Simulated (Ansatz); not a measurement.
C$_{2}$ClF$_{2}$Si (SMILES [C]#C[Si](F)(F)Cl) (doublet)

Input

```
crystal:
  periodic: [false, false, false]
  atoms:
    - {symbol: C, position_ang: [0.940304, -1.735369, 1.551239]}
    - {symbol: C, position_ang: [0.505558, -0.918995, 0.771850]}
    - {symbol: Si, position_ang: [-0.149245, 0.303816, -0.374360]}
    - {symbol: F, position_ang: [-1.029172, -0.411465, -1.463251]}
    - {symbol: F, position_ang: [1.037331, 1.022192, -1.114331]}
    - {symbol: Cl, position_ang: [-1.262676, 1.675821, 0.582653]}
basis:
  gaussian: {orbitals: def2-TZVPP}
magnetization: {spin_polarized: true, initial_magnetization: 1}
hamiltonian: {xc: pbe0, dispersion: d4}
output: {orbitals: {seedname: orbitals}}
```

Launched as:

```sh
ansatz run in.yaml --threads 2 --pin off --events-out ev --progress --plain --max-ram 22528MiB --backend cpu
```

Geometry: PBE0-D4/def2-TZVP.

Computed with Ansatz, UKS PBE0-D4/def2-TZVPP.

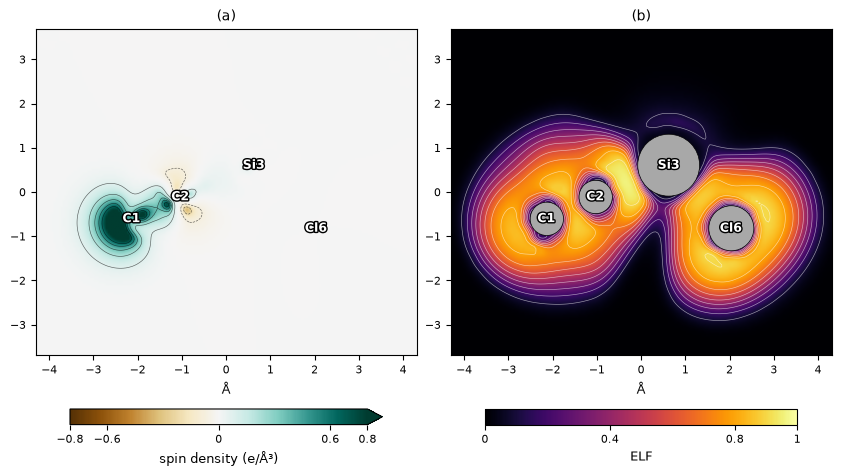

Figure 1. (a) spin density; (b) ELF on the plane of atoms C2, Si3 and Cl6. Grey discs cover the atomic cores in the ELF map.

### Interpret the plot.

Atoms in the plane: C, Si and Cl. C–C (1.21 Å): the ELF peaks at about 0.80 between the atoms: a multiple bond. C–Si (1.80 Å): the ELF peaks at about 0.95 between the atoms (a shared electron pair). Si–Cl (2.01 Å): the ELF peaks at about 0.90 between the atoms, as expected for a shared but strongly polarised pair. The ELF also peaks beside Cl6 and C1, away from the bonds: non-bonding electrons, paired or unpaired. The unpaired spin (1 electron) lies mostly on C1 (about 1.1), in electrons by Hirshfeld's partition, with opposite, polarisation-induced spin on C2.

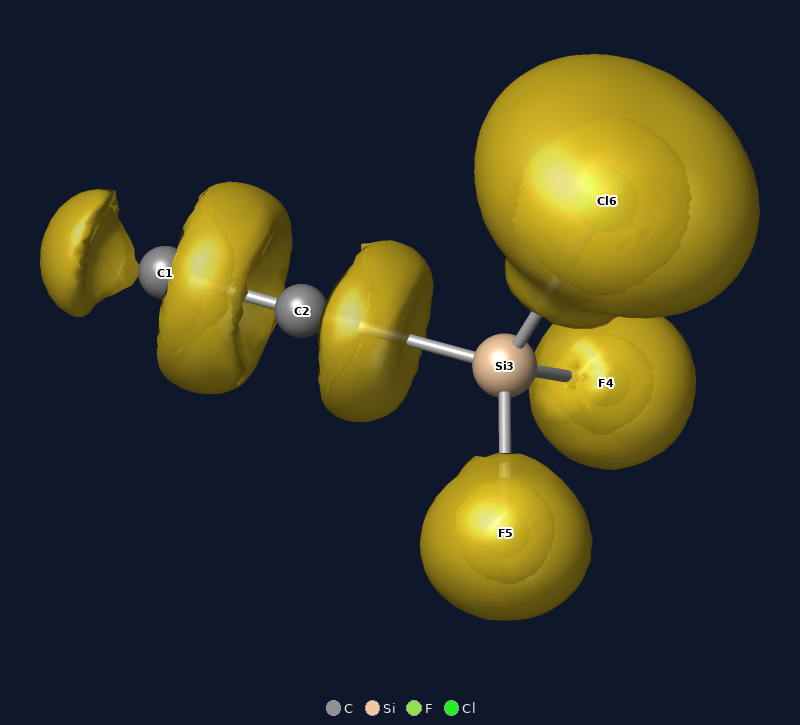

Figure 2. Isosurface of the ELF at 0.8 (yellow), seen at a tilt. Only the valence region is drawn (cores and ρ < 0.01 e/Å³ removed).

### What do the ELF domains correspond to?

The ELF exceeds this value in one region between bonded C–C atoms (shared pairs), one region between bonded C–Si atoms (shared pairs), one region on Cl in which the atom's valence shell and bonds are merged, one lobe on C, pointing away from the bonds (non-bonding electrons) and two regions wrapped around F (its lone pairs, merged into a ring or cap).


 Si–F (1.57 Å): the ELF peaks at about 0.85 in the valence shell of F, 0.6 Å from its nucleus, and is about 0.55 at the midpoint.

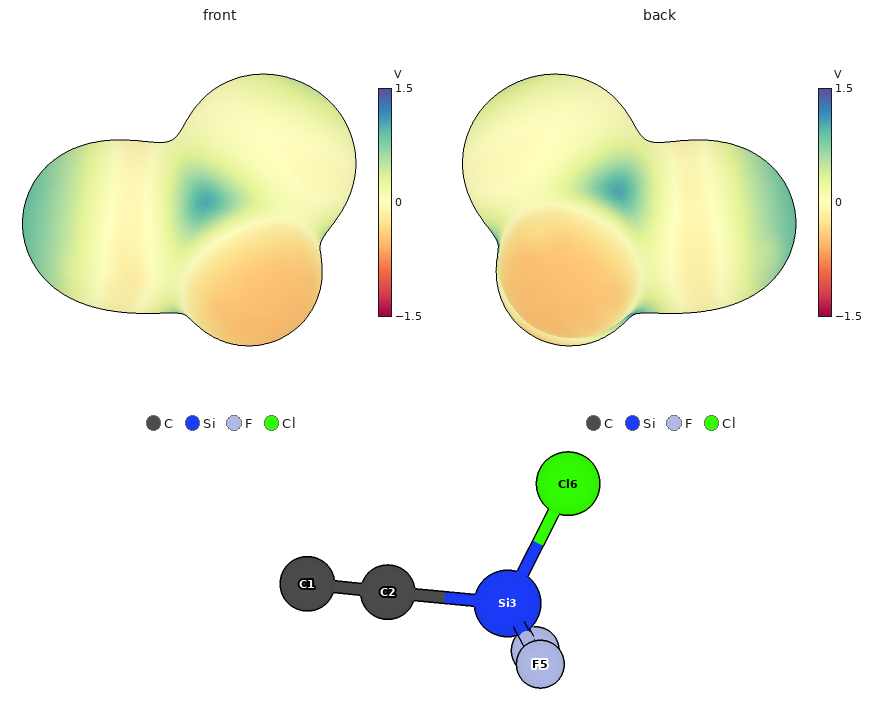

Figure 3. The electrostatic potential painted on the density surface at 0.001 e/bohr³, seen from the front and from behind; the colour scale runs from red (negative) to blue (positive). The bare structure is drawn below in the same view.

### Where is the surface potential most negative and most positive?

The most negative region (about −0.5 V) lies over F4 and F5, the most positive (about +1.0 V) over Si3. Cl6 shows a σ-hole: about +0.4 V at the tip opposite its bond, against about 0.0 V on its flanks.

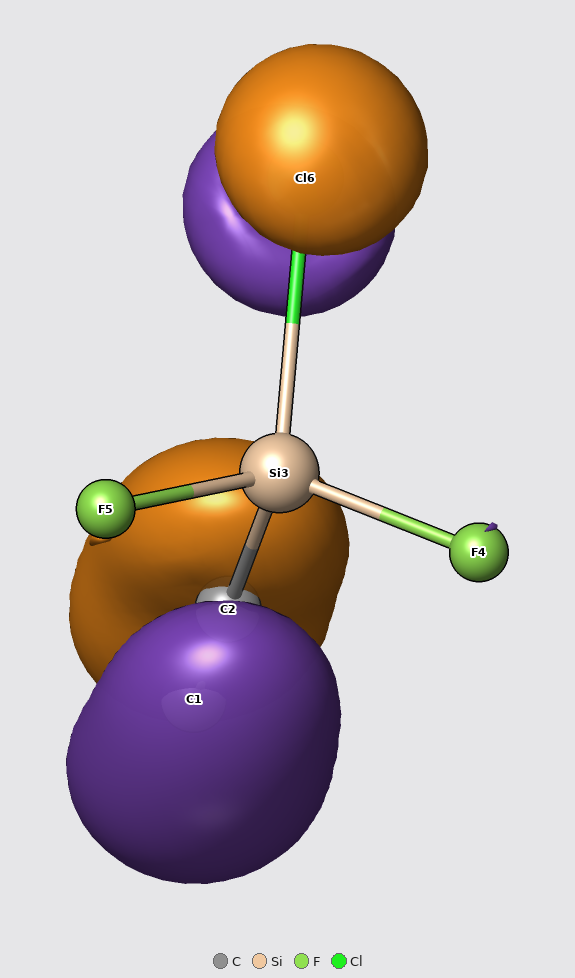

Figure 4. The HOMO (α) at ±0.15 Å⁻³ᐟ² (orange and purple are the two phases), seen at an oblique angle.

### What is the character of this orbital?

It lies mainly on C1 (about 45 %), C2 (about 35 %) and Cl6 (about 20 %); π-bonding across C1–C2. Its energy is −9.60 eV.
